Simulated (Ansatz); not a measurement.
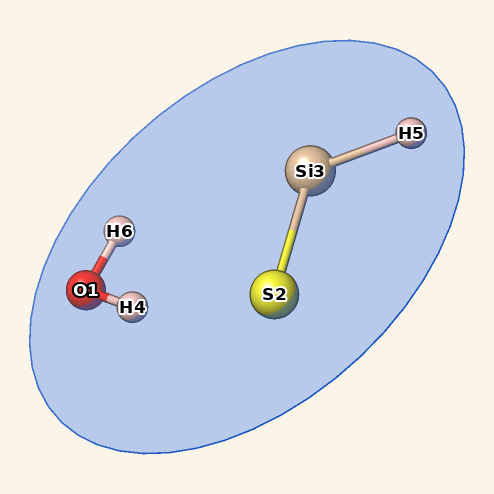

A disc through the centre of mass is drawn in. Depth is shown by fading: the farther an atom, the more it takes the colour of the background. The species has charge −1 and is a spin singlet. The geometry was computed by an optimisation with PBE0-D4/def2-TZVPD. No frequency run is at hand to confirm it as a minimum.

Q: Is the plane of the disc a mirror plane of the structure?

A: Yes. The reflection leaves O1, S2, Si3, H4, H5, H6 in place. The point group is Cs.
